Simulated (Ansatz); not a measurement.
```sh
ansatz run in.yaml --threads 2 --pin off --events-out ev --progress --plain --max-ram 5222MiB
```

```yaml
crystal:
  periodic: [false, false, false]
  atoms:
    - {symbol: K, position_ang: [0.170253, -0.358050, -2.956021]}
    - {symbol: C, position_ang: [0.080488, 0.370056, 0.506525]}
    - {symbol: O, position_ang: [-0.164349, -0.607731, -0.512390]}
    - {symbol: H, position_ang: [-0.838788, 0.614642, 1.041852]}
    - {symbol: H, position_ang: [0.449195, 1.270056, 0.015118]}
    - {symbol: H, position_ang: [0.837907, 0.019544, 1.210035]}
    - {symbol: H, position_ang: [-0.490079, -1.402370, -0.079963]}
basis:
  gaussian: {orbitals: "def2-TZVPPD.json"}
total_charge: 1
correlation: {method: ccsd_t}
```

Geometry: a pair of rigid molecules at a changed separation.

Describe the molecule in this file.

Formula CH4KO(+). Coordination: 1 C tetrahedral; 1 O trigonal planar.

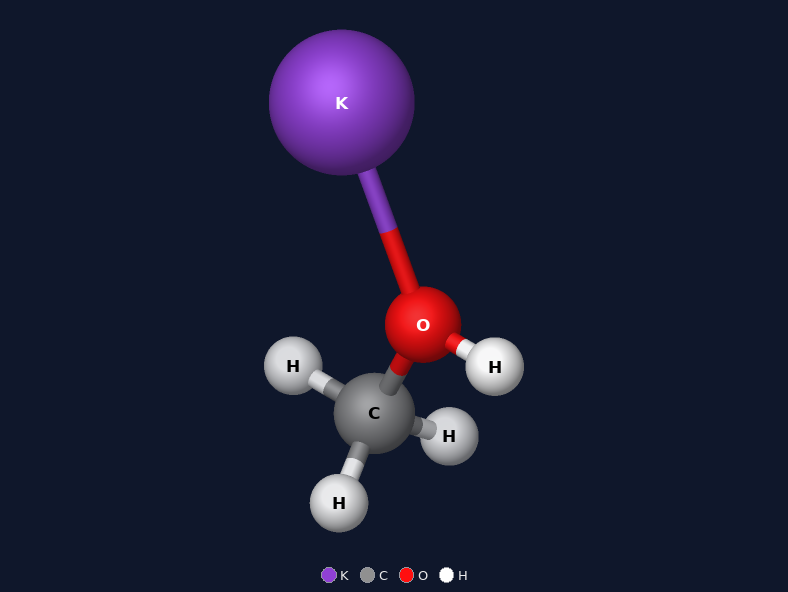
